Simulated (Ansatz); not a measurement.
# GeH₄O: up Jacob's ladder to CCSD(T), part 2 of 2

Ansatz 0.2.0, Gaussian basis; functionals in def2-TZVPP, the program's frozen cores in correlated methods. Earlier steps stand in the parts before.

**15. LC-ωPBE (range-separated)**

Contents of in.yaml:

```yaml
crystal:
  periodic: [false, false, false]
  atoms:
    - {symbol: O, position_ang: [0.457117, -1.231412, 0.427721]}
    - {symbol: Ge, position_ang: [-0.266599, 0.266621, -0.212929]}
    - {symbol: H, position_ang: [1.269782, -1.071718, 0.911622]}
    - {symbol: H, position_ang: [-1.530285, -0.203837, -0.937531]}
    - {symbol: H, position_ang: [0.716522, 0.952410, -1.181154]}
    - {symbol: H, position_ang: [-0.604437, 1.224036, 0.946171]}
basis:
  gaussian: {orbitals: def2-TZVPP}
hamiltonian: {xc: {name: LC-wPBE}}
output: {orbitals: {seedname: orbitals}}
```

Command:

```console
ansatz run in.yaml --threads 4 --pin off --events-out ev --progress --plain --max-ram 10444MiB
```

What it wrote, shortened:

```text
Functional definition: LC-wPBE
  name "LC-wPBE"
  cite "Vydrov & Scuseria, J. Chem. Phys. 125, 234109 (2006) doi:10.1063/1.2409292"
  cite "Heyd & Scuseria, J. Chem. Phys. 120, 7274 (2004) doi:10.1063/1.1668634"
  cite "Ernzerhof & Perdew, J. Chem. Phys. 109, 3313 (1998) doi:10.1063/1.476928"
  cite "Perdew, Burke & Ernzerhof, Phys. Rev. Lett. 77, 3865 (1996) doi:10.1103/PhysRevLett.77.3865"
  parent pbe
[...]
745 factors; their error is unknown
230 factors; integrals over basis functions are off by at most 1.7e-5 eV
[...]
mean field -58623.24909670 eV, -2154.3646680382 hartree, gradient 2.2e-5 eV, S^2 0.000000; 0 other end points of the search recorded, 0 dependent functions left out
reference -58623.24909670 eV, -2154.3646680384 hartree; 22, 22 occupied and 113, 113 virtual orbitals, 745 factors
Total energy: -58623.24909670 eV, -2154.3646680384 hartree
```

Wall time 0.4 s (4 threads of Intel Xeon 6975P-C, shared host).

With the free atoms at this level, -58605.367 eV in sum, the atomisation energy is 1725.4 kJ/mol. HOMO -11.23 eV, LUMO 2.31 eV.

**16. ωB97X-V (range-separated)**

in.yaml: that of step 15 with these lines changed.

```diff
@@ -11,3 +11,3 @@
   gaussian: {orbitals: def2-TZVPP}
-hamiltonian: {xc: {name: LC-wPBE}}
+hamiltonian: {xc: {name: wB97X-V}}
 output: {orbitals: {seedname: orbitals}}
```

The command is unchanged.

What it wrote, shortened:

```text
Functional definition: wB97X-V
  name "wB97X-V"
  cite "Mardirossian & Head-Gordon, Phys. Chem. Chem. Phys. 16, 9904 (2014) doi:10.1039/C3CP54374A"
  cite "Becke, J. Chem. Phys. 107, 8554 (1997) doi:10.1063/1.475007"
  cite "Vydrov & Van Voorhis, J. Chem. Phys. 133, 244103 (2010) doi:10.1063/1.3521275"
[...]
      + integral(e_c_pw_opposite_spin*poly(b97_u_opposite, cos0, cos1)) + vv10(b, c)
776 factors; their error is unknown
173 factors; integrals over basis functions are off by at most 6.3e-6 eV
[...]
mean field -58625.81317769 eV, -2154.4588962768 hartree, gradient 2.3e-5 eV, S^2 0.000000; 0 other end points of the search recorded, 0 dependent functions left out
reference -58625.81317609 eV, -2154.4588962178 hartree; 22, 22 occupied and 113, 113 virtual orbitals, 776 factors
Total energy: -58625.81317609 eV, -2154.4588962178 hartree
```

Run time: 1 s. Hardware: 4 threads of Intel Xeon 6975P-C, shared host; peak memory 0.29 GiB.

With the free atoms at this level, -58607.583 eV in sum, the atomisation energy is 1758.9 kJ/mol. HOMO -10.90 eV, LUMO 2.13 eV.

**17. ωB97M-V (range-separated)**

in.yaml: that of step 16 with these lines changed.

```diff
@@ -11,3 +11,3 @@
   gaussian: {orbitals: def2-TZVPP}
-hamiltonian: {xc: {name: wB97X-V}}
-output: {orbitals: {seedname: orbitals}}
+hamiltonian: {xc: {name: wB97M-V}}
+output: {forces: true, orbitals: {seedname: orbitals}}
```

Same command.

What it wrote, shortened:

```text
Functional definition: wB97M-V
  name "wB97M-V"
  cite "Mardirossian & Head-Gordon, J. Chem. Phys. 144, 214110 (2016) doi:10.1063/1.4952647"
  cite "Becke, J. Chem. Phys. 107, 8554 (1997) doi:10.1063/1.475007"
  cite "Vydrov & Van Voorhis, J. Chem. Phys. 133, 244103 (2010) doi:10.1063/1.3521275"
  # Of w^i u^j: cxij and so on, Table III.
[...]
  gx(w, u) = 1 - cx + cx01*u + cx10*w
  gss(w, u) = css00 + css04*u^4 + css10*w + css20*w^2 + css43*w^4*u^3
  gos(w, u) = cos00 + cos10*w + (cos20 + cos21*u)*w^2 + (cos60 + cos61*u)*w^6
[...]
      + integral(e_c_pw_mod_opposite_spin*gos(b97_w_opposite, b97_u_opposite)) + vv10(b, c)
773 factors; their error is unknown
173 factors; integrals over basis functions are off by at most 6.3e-6 eV
[...]
mean field -58627.54745580 eV, -2154.5226298218 hartree, gradient 8.6e-5 eV, S^2 0.000000; 0 other end points of the search recorded, 0 dependent functions left out
[...]
reference -58627.54749458 eV, -2154.5226312470 hartree; 22, 22 occupied and 113, 113 virtual orbitals, 773 factors
Total energy: -58627.54749458 eV, -2154.5226312470 hartree
Atom 0 at     0.457117    -1.231412     0.427721 Å, force     0.082284    -0.028139     0.054642 eV/Å
Atom 1 at    -0.266599     0.266621    -0.212929 Å, force    -0.102680     0.164397    -0.084756 eV/Å
Atom 2 at     1.269782    -1.071718     0.911622 Å, force    -0.031540    -0.036503    -0.014877 eV/Å
Atom 3 at    -1.530285    -0.203837    -0.937531 Å, force     0.100552     0.037615     0.057638 eV/Å
Atom 4 at     0.716522     0.952410    -1.181154 Å, force    -0.075656    -0.058126     0.076350 eV/Å
Atom 5 at    -0.604437     1.224036     0.946171 Å, force     0.027040    -0.079245    -0.088997 eV/Å
Dipole moment:     0.132329     0.269836     0.047616 e Å
```

Wall time 1.3 s (4 threads of Intel Xeon 6975P-C, shared host); peak memory 0.3 GiB.

With the free atoms at this level, -58609.503 eV in sum, the atomisation energy is 1741.0 kJ/mol. HOMO -10.79 eV, LUMO 1.82 eV.

**18. B2PLYP (double hybrid)**

in.yaml: that of step 17 with these lines changed.

```diff
@@ -11,3 +11,2 @@
   gaussian: {orbitals: def2-TZVPP}
-hamiltonian: {xc: {name: wB97M-V}}
-output: {forces: true, orbitals: {seedname: orbitals}}
+hamiltonian: {xc: {name: B2PLYP}}
```

Launched as before.

What it wrote, shortened:

```text
Functional definition: B2PLYP
  name "B2PLYP"
  cite "Grimme, J. Chem. Phys. 124, 034108 (2006) doi:10.1063/1.2148954"
  cite "Becke, Phys. Rev. A 38, 3098 (1988) doi:10.1103/PhysRevA.38.3098"
  cite "Lee, Yang & Parr, Phys. Rev. B 37, 785 (1988) doi:10.1103/PhysRevB.37.785"
[...]
824 factors; integrals over basis functions are off by at most 6.0e-4 eV
[...]
mean field -58615.71831579 eV, -2154.0879169443 hartree, gradient 7.2e-6 eV, S^2 0.000000; 0 other end points of the search recorded, 0 dependent functions left out
10 core orbitals not correlated: weight in the atoms' cores, before any rotation towards them, 1.000 or more for the frozen orbitals, at most 0.000 for the correlated occupied ones
reference -58615.71845495 eV, -2154.0879220584 hartree; 12, 12 occupied and 113, 113 virtual orbitals, 824 factors
second order -16.86042499 eV of doubles, -0.00000000 eV of singles
Total energy: -58620.27076970 eV, -2154.2552165397 hartree
```

Run time: 0.7 s. Hardware: 4 threads of Intel Xeon 6975P-C, shared host.

Atomisation energy: 1728.8 kJ/mol (free atoms -58602.353 eV, run apart).

**19. PBE-QIDH (double hybrid)**

in.yaml: that of step 18 with these lines changed.

```diff
@@ -11,2 +11,2 @@
   gaussian: {orbitals: def2-TZVPP}
-hamiltonian: {xc: {name: B2PLYP}}
+hamiltonian: {xc: {name: PBE-QIDH}}
```

Same command.

What it wrote, shortened:

```text
Functional definition: PBE-QIDH
  name "PBE-QIDH"
  cite "Brémond, Sancho-García, Pérez-Jiménez & Adamo, J. Chem. Phys. 141, 031101 (2014) doi:10.1063/1.4890314"
  cite "Perdew, Burke & Ernzerhof, Phys. Rev. Lett. 77, 3865 (1996) doi:10.1103/PhysRevLett.77.3865"
[...]
824 factors; integrals over basis functions are off by at most 6.0e-4 eV
[...]
mean field -58607.94092849 eV, -2153.8021032328 hartree, gradient 2.3e-6 eV, S^2 0.000000; 0 other end points of the search recorded, 0 dependent functions left out
10 core orbitals not correlated: weight in the atoms' cores, before any rotation towards them, 1.000 or more for the frozen orbitals, at most 0.000 for the correlated occupied ones
reference -58607.94093879 eV, -2153.8021036114 hartree; 12, 12 occupied and 113, 113 virtual orbitals, 824 factors
second order -15.65672631 eV of doubles, -0.00000000 eV of singles
Total energy: -58613.15984756 eV, -2153.9938949712 hartree
```

Run time: 0.75 s. Hardware: 4 threads of Intel Xeon 6975P-C, shared host.

With the free atoms at this level, -58595.341 eV in sum, the atomisation energy is 1719.3 kJ/mol.

**20. Orbital energies across the functionals**

Dipoles come from the runs that computed forces. Levels, from each run's orbital file:

```tsv
functional	HOMO (eV)	LUMO (eV)	gap (eV)	dipole (D)
LDA (SPW92)	-6.94	-1.00	5.94	
PBE-D4	-6.82	-0.77	6.05	1.34
revPBE-D4	-6.77	-0.66	6.12	
BLYP-D4	-6.74	-0.74	6.00	
r2SCAN-D4	-7.20	-0.33	6.87	1.39
B97M-V	-7.34	-0.56	6.78	
PBE0-D4	-8.43	0.11	8.54	
B3LYP-D4	-8.19	-0.20	7.99	1.44
r2SCANh-D4	-7.80	-0.04	7.76	
r2SCAN0-D4	-8.69	0.38	9.07	
HSE06-D4	-8.02	-0.26	7.76	
BHLYP-D4	-9.94	0.88	10.82	
CAM-B3LYP-D4	-9.88	1.01	10.89	
LC-ωPBE	-11.23	2.31	13.54	
ωB97X-V	-10.90	2.13	13.03	
ωB97M-V	-10.79	1.82	12.61	1.46
```

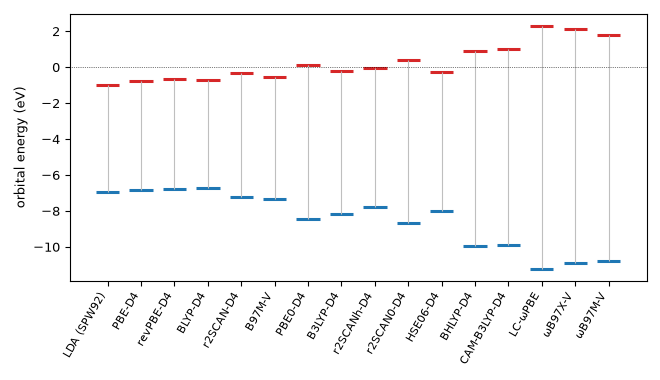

Highest occupied (blue) and lowest empty (red) level by functional.

**21. CCSD(T) in def2-SVP**

in.yaml: that of step 19 with these lines changed.

```diff
@@ -10,3 +10,3 @@
 basis:
-  gaussian: {orbitals: def2-TZVPP}
-hamiltonian: {xc: {name: PBE-QIDH}}
+  gaussian: {orbitals: def2-SVP}
+correlation: {method: ccsd_t}
```

Launched as before.

What it wrote, shortened:

```text
Functional definition: HF
  name "HF"
  cite "Fock, Z. Phys. 61, 126 (1930) doi:10.1007/BF01340294"
  parent pbe
[...]
650 factors; integrals over basis functions are off by at most 1.4e-3 eV
[...]
mean field -58565.43261679 eV, -2152.2399515911 hartree, gradient 2.4e-6 eV, S^2 0.000000; 0 other end points of the search recorded, 0 dependent functions left out
10 core orbitals not correlated: weight in the atoms' cores, before any rotation towards them, 1.000 or more for the frozen orbitals, at most 0.000 for the correlated occupied ones
reference -58565.43261679 eV, -2152.2399515911 hartree; 12, 12 occupied and 44, 44 virtual orbitals, 650 factors
second order -11.69373418 eV of doubles, -0.00000000 eV of singles
cycle   1  -11.67752488 eV  change    1.6e-2 eV  update   8.3e-2
[...]
cycle   9  -12.11142597 eV  change   -6.6e-6 eV  update   1.1e-5
perturbative correction -0.27728077 eV, -0.0101898802 hartree
Total energy: -58577.82132353 eV, -2152.6952281662 hartree
```

Wall time 0.45 s (4 threads of Intel Xeon 6975P-C, shared host).

**22. CCSD(T) in def2-TZVPP**

in.yaml: that of step 21 with these lines changed.

```diff
@@ -10,3 +10,4 @@
 basis:
-  gaussian: {orbitals: def2-SVP}
+  gaussian: {orbitals: def2-TZVPP}
 correlation: {method: ccsd_t}
+output: {orbitals: {seedname: orbitals}}
```

Launched as before.

What it wrote, shortened:

```text
Functional definition: HF
  name "HF"
  cite "Fock, Z. Phys. 61, 126 (1930) doi:10.1007/BF01340294"
  parent pbe
[...]
824 factors; integrals over basis functions are off by at most 6.0e-4 eV
[...]
mean field -58575.39141955 eV, -2152.6059308423 hartree, gradient 1.3e-6 eV, S^2 0.000000; 0 other end points of the search recorded, 0 dependent functions left out
10 core orbitals not correlated: weight in the atoms' cores, before any rotation towards them, 1.000 or more for the frozen orbitals, at most 0.000 for the correlated occupied ones
reference -58575.39141955 eV, -2152.6059308423 hartree; 12, 12 occupied and 113, 113 virtual orbitals, 824 factors
second order -13.94058545 eV of doubles, -0.00000000 eV of singles
cycle   1  -13.85151752 eV  change    8.9e-2 eV  update   8.7e-2
[...]
cycle   9  -14.34452383 eV  change   -1.0e-5 eV  update   1.5e-5
perturbative correction -0.46883787 eV, -0.0172294741 hartree
Total energy: -58590.20478126 eV, -2153.1503118439 hartree
```

Run time: 2.5 s. Hardware: 4 threads of Intel Xeon 6975P-C, shared host; peak memory 0.8 GiB.

**23. CCSD(T) in def2-QZVPP**

in.yaml: that of step 22 with these lines changed.

```diff
@@ -10,4 +10,3 @@
 basis:
-  gaussian: {orbitals: def2-TZVPP}
+  gaussian: {orbitals: "def2-QZVPP.json"}
 correlation: {method: ccsd_t}
-output: {orbitals: {seedname: orbitals}}
```

The command is unchanged.

What it wrote, shortened:

```text
Functional definition: HF
  name "HF"
  cite "Fock, Z. Phys. 61, 126 (1930) doi:10.1007/BF01340294"
  parent pbe
[...]
1672 factors; integrals over basis functions are off by at most 6.2e-4 eV
[...]
mean field -58576.65899700 eV, -2152.6525134544 hartree, gradient 2.1e-6 eV, S^2 0.000000; 0 other end points of the search recorded, 0 dependent functions left out
10 core orbitals not correlated: weight in the atoms' cores, before any rotation towards them, 1.000 or more for the frozen orbitals, at most 0.000 for the correlated occupied ones
reference -58576.65899700 eV, -2152.6525134544 hartree; 12, 12 occupied and 244, 244 virtual orbitals, 1672 factors
second order -21.66154042 eV of doubles, -0.00000000 eV of singles
cycle   1  -20.92139023 eV  change    7.4e-1 eV  update   9.2e-2
[...]
cycle   9  -21.46621786 eV  change   -8.6e-7 eV  update   1.9e-5
perturbative correction -0.61631134 eV, -0.0226490240 hartree
Total energy: -58598.74152620 eV, -2153.4640314343 hartree
```

It took 29 s on 4 threads of Intel Xeon 6975P-C, shared host; peak memory 7 GiB.

Energy pieces by basis (eV):

```tsv
basis	HF	MP2 correlation	CCSD correlation	(T)	total
def2-SVP	-58565.4326	-11.6937	-12.1114	-0.2773	-58577.8213
def2-TZVPP	-58575.3914	-13.9406	-14.3445	-0.4688	-58590.2048
def2-QZVPP	-58576.6590	-21.6615	-21.4662	-0.6163	-58598.7415
```

The report of the def2-TZVPP run gives T1 = 0.0115.

**24. The basis-set limit**

This step is arithmetic on the last runs, with X = 3 and 4: exp(−7.88√X) for Hartree-Fock, X^−2.97 for correlation.

```tsv
level	energy at the limit (eV)
HF	-58576.8336
MP2	-58604.2144
CCSD	-58603.5751
CCSD(T)	-58604.3007
```

This is no true limit for total energies: MP2 correlation changes by a factor of 1.55 from triple to quadruple zeta (about 1.07 in light molecules), because outer-core shells are correlated in sets not made for them. Much of that cancels between molecule and atoms or ions.

**25. RPA on PBE orbitals**

in.yaml: that of step 23 with these lines changed.

```diff
@@ -10,3 +10,4 @@
 basis:
-  gaussian: {orbitals: "def2-QZVPP.json"}
-correlation: {method: ccsd_t}
+  gaussian: {orbitals: def2-TZVPP}
+hamiltonian: {xc: pbe}
+correlation: {method: rpa}
```

Same command.

What it wrote, shortened:

```text
Functional definition: PBE
  name "PBE"
  cite "Perdew, Burke & Ernzerhof, Phys. Rev. Lett. 77, 3865 (1996) doi:10.1103/PhysRevLett.77.3865"
  parent pbe
[...]
824 factors; integrals over basis functions are off by at most 6.0e-4 eV
[...]
mean field -58620.67421657 eV, -2154.2700429388 hartree, gradient 1.9e-6 eV, S^2 0.000000; 0 other end points of the search recorded, 0 dependent functions left out
10 core orbitals not correlated: weight in the atoms' cores, before any rotation towards them, 1.000 or more for the frozen orbitals, at most 0.000 for the correlated occupied ones
reference -58574.23893189 eV, -2152.5635777019 hartree; 12, 12 occupied and 113, 113 virtual orbitals, 824 factors
Total energy: -58596.50350889 eV, -2153.3817858151 hartree
```

It took 0.65 s on 4 threads of Intel Xeon 6975P-C, shared host.

RPA correlation: -22.265 eV. No RPA run of the hydrogen atom was made, so RPA has no atomisation energy below.

**26. Atomisation energies**

Free atoms (1 O, 1 Ge, 4 H) were run apart at each level; the atomisation energy is their sum less the molecule, without zero-point or spin-orbit terms.

The reference takes the additive limit for molecule and atoms alike (MP2 limit plus CCSD(T) minus MP2 in triple zeta): -58605.0871 eV for the molecule.

Differences are taken before rounding.

```tsv
method	rung	atoms, summed (eV)	atomisation energy (kJ/mol)	from CCSD(T)/CBS (kJ/mol)	time
LDA (SPW92)	LDA	-58509.386	1988.1	+222.2	0.25 s
PBE-D4	GGA	-58602.711	1739.6	-26.4	0.4 s
revPBE-D4	GGA	-58609.214	1699.4	-66.5	0.35 s
BLYP-D4	GGA	-58614.879	1731.1	-34.9	0.35 s
r2SCAN-D4	meta-GGA	-58612.283	1747.1	-18.9	0.75 s
B97M-V	meta-GGA	-58602.257	1765.7	-0.2	1.1 s
PBE0-D4	hybrid	-58604.561	1712.0	-54.0	0.4 s
B3LYP-D4	hybrid	-58615.232	1737.2	-28.8	0.55 s
r2SCANh-D4	hybrid	-58612.075	1734.1	-31.9	0.7 s
r2SCAN0-D4	hybrid	-58611.780	1715.7	-50.2	0.7 s
HSE06-D4	hybrid	-58604.461	1712.4	-53.5	0.5 s
BHLYP-D4	hybrid	-58612.654	1690.3	-75.6	0.45 s
CAM-B3LYP-D4	range-separated	-58616.227	1753.0	-13.0	0.5 s
LC-ωPBE	range-separated	-58605.367	1725.4	-40.6	0.4 s
ωB97X-V	range-separated	-58607.583	1758.9	-7.1	1 s
ωB97M-V	range-separated	-58609.503	1741.0	-25.0	1.3 s
B2PLYP	double hybrid	-58602.353	1728.8	-37.2	0.7 s
PBE-QIDH	double hybrid	-58595.341	1719.3	-46.7	0.75 s
HF/def2-TZVPP	wavefunction	-58562.600	1234.2	-531.8	
MP2/def2-TZVPP	wavefunction	-58571.411	1729.1	-36.9	
CCSD/def2-TZVPP	wavefunction	-58572.045	1706.9	-59.1	
CCSD(T)/def2-SVP	wavefunction	-58560.907	1632.0	-134.0	0.45 s
CCSD(T)/def2-TZVPP	wavefunction	-58572.295	1728.0	-38.0	2.5 s
MP2/CBS	wavefunction	-58585.900	1767.0	+1.1	
CCSD(T)/CBS	wavefunction	-58586.784	1766.0	0	31 s
```

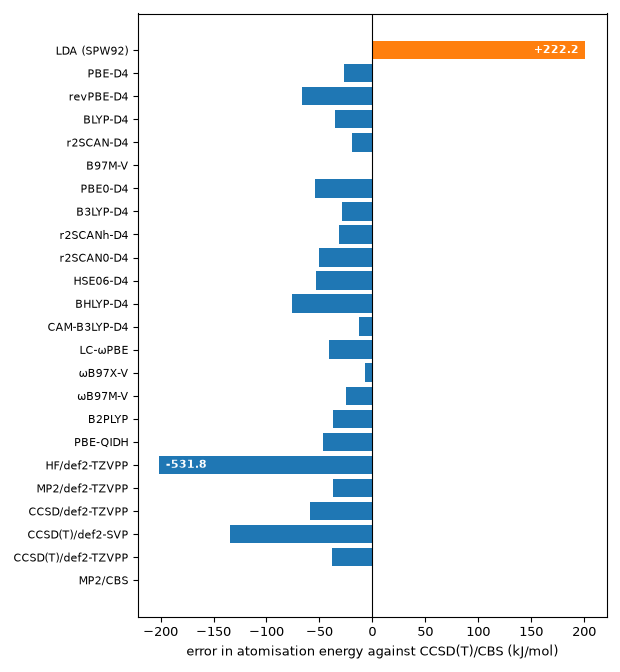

How far each level lands from CCSD(T)/CBS. Bars with a number in them are cut short.

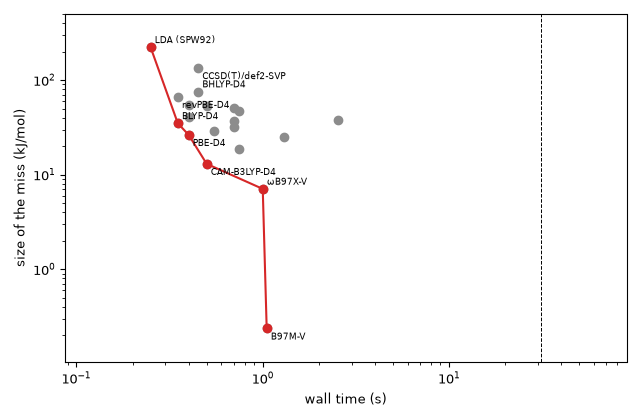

Accuracy for the time spent; red marks the levels that beat every quicker one drawn (of those quicker than the yardstick), and the dashed line is the time of CCSD(T)/CBS. Only those levels and the largest misses are named. Times are from a shared host. Runs this short are mostly start-up, so their order is noise.

LDA (SPW92), LC-ωPBE, B2PLYP, PBE-QIDH carry no dispersion term (for B3LYP, D4 adds 10.4 kJ/mol).

Times are those of the molecule's run; HF, MP2 and CCSD come out of the CCSD(T) runs, and the limit's time is the sum of the runs that it needs.

**27. What came out**

What follows sums up all 2 parts.

| quantity | value |
| --- | --- |
| atomisation energy, CCSD(T)/CBS | 1766.0 kJ/mol |
| functionals within 17.7 kJ/mol (1.0 %) | B97M-V, CAM-B3LYP-D4, ωB97X-V |
| farthest beyond LDA | BHLYP-D4 (-75.6 kJ/mol) |
| mean size of error, GGA | 42.6 kJ/mol |
| mean size of error, meta-GGA | 9.5 kJ/mol |
| mean size of error, hybrid | 49.0 kJ/mol |
| mean size of error, range-separated | 21.4 kJ/mol |
| mean size of error, double hybrid | 41.9 kJ/mol |
| gap, smallest and largest | 5.94 eV (LDA (SPW92)), 13.54 eV (LC-ωPBE) |
| T1 diagnostic | 0.0115 |
| triples share of the correlation energy | 3.2 % |

LDA overbinds by 222.2 kJ/mol (13 %). PBE-D4 misses by -26.4 kJ/mol. Double hybrids carry the basis error of their MP2 part in triple zeta, and no dispersion term here, so their miss is partly the set-up's. By mean error the best rung here is meta-GGA (9.5 kJ/mol) and the worst beyond LDA is hybrid (49.0 kJ/mol). The mean of the hybrids holds BHLYP, with half exact exchange. Misses under about 17.7 kJ/mol are within the doubt on the reference itself, which lacks core-valence correlation, relativity and higher excitations, and its outer-core shells are covered unevenly. Hartree-Fock recovers 70 % of the binding; the rest is correlation. CCSD(T) in def2-SVP is off by -134.0 kJ/mol, worse than the median functional, from the basis alone. The gap grows from 5.9 to 13.5 eV across the functionals, mostly with the share of exact exchange. Correlated methods include outer-core shells of Ge, which these sets cover unevenly.

For cost: B97M-V gets within 0.2 kJ/mol in 1.1 s, where CCSD(T)/CBS took 31 s.
